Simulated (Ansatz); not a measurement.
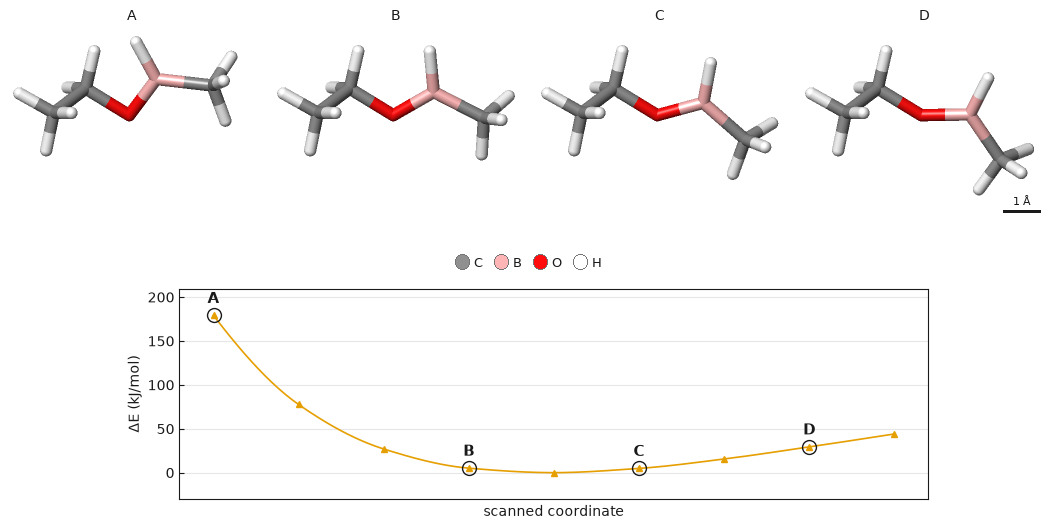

A scan of C3H9BO along one coordinate. The picture is a stick view, seen onto the plane of the angle, with a slight tilt.

Level of theory: CCSD(T) (def2-TZVPP, Ansatz), on geometries moved rigidly from the minimum at PBE0-D4/def2-TZVP. Coupled cluster with a frozen core. Energies are counted from the PBE0-D4/def2-TZVP minimum geometry at the same level.

What is being scanned?

Answer. One B–O–C angle is varied, with the rest of the molecule carried along rigidly. In the frames the angle is 92.3° (A), 114.8° (B), 129.8° (C), 144.8° (D). Of the computed points the lowest is at the angle 122.3°, 0.0 kJ/mol. The end points stand at 179.1 kJ/mol (92.3°) and 44.1 kJ/mol (152.3°).
